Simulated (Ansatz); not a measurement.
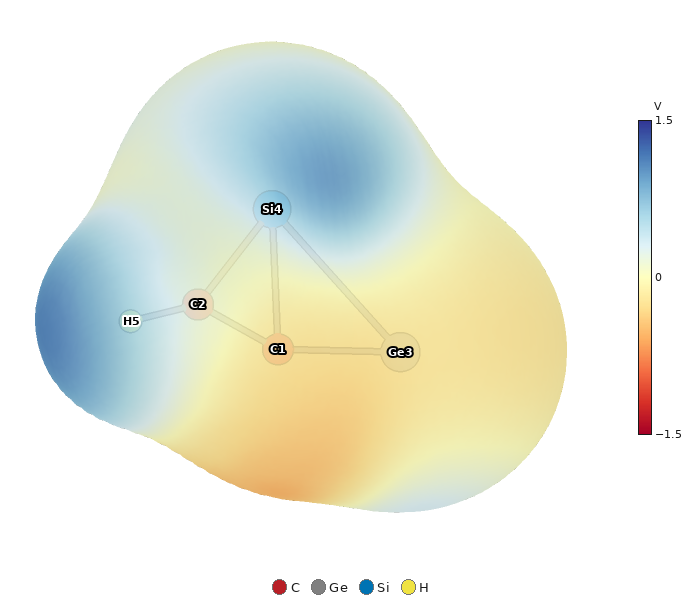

Figure 1: C2HGeSi (SMILES C1=[C]2[Ge]=[Si]12) (doublet). The electrostatic potential painted on the density surface at 0.001 e/bohr³, seen at a tilt; the colour scale runs from red (negative) to blue (positive).

Geometry: B3LYP-D3(BJ)/def2-SVP.

Computed with isolated molecule in a Gaussian basis; Kohn-Sham density functional theory, functional PBE0 in Ansatz.

```xyz
5

C    -0.5128    0.9656    0.4169
C     0.2747    0.1558    1.1284
Ge   -1.7842    2.3475    0.2493
Si   -0.5959    1.2057    2.3846
H     0.9942   -0.6459    0.9645
```

Question: Where is the surface potential most negative and most positive?

Answer: The most negative region (about −0.5 V) lies over C1, the most positive (about +1.1 V) over H5.
